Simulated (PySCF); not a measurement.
```xyz
13

S    -2.5594    0.5189   -1.0760
C    -1.6589   -0.4917    0.1824
C    -0.2047   -0.2338    0.1511
C     0.8052   -0.8158   -0.5599
C     1.9882   -0.1256   -0.2023
C     1.6101    0.8257    0.6921
O     0.2857    0.7718    0.9113
H    -2.1638    1.6989   -0.6048
H    -1.8805   -1.5229   -0.0835
H    -2.0833   -0.2501    1.1560
H     0.7152   -1.6319   -1.2468
H     2.9779   -0.3151   -0.5633
H     2.1638    1.5722    1.2260
```

Geometry: GFN2-xTB.

The calculation used B97-2/pcSseg-1, SCF density, in a chloroform solvent model, non-relativistic in PySCF 2.14.0.

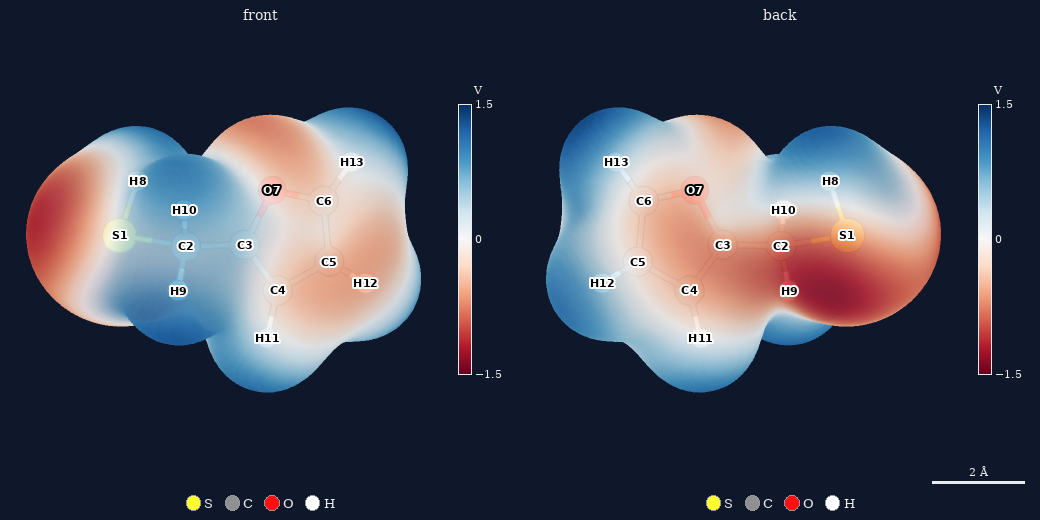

C$_{5}$H$_{6}$OS. The molecular electrostatic potential painted on the density surface at 0.002 e/bohr³, seen from the front and from behind; the colour scale runs from red (negative) to blue (positive).

Which sites attract a positive test charge, and which a negative one?

A positive charge is drawn to the negative regions and a negative charge to the positive ones. The most negative region (about −1.3 V) lies over S1, the most positive (about +1.3 V) over H13.

What dipole moment does the calculation give?

Its dipole moment is 1.84 D.
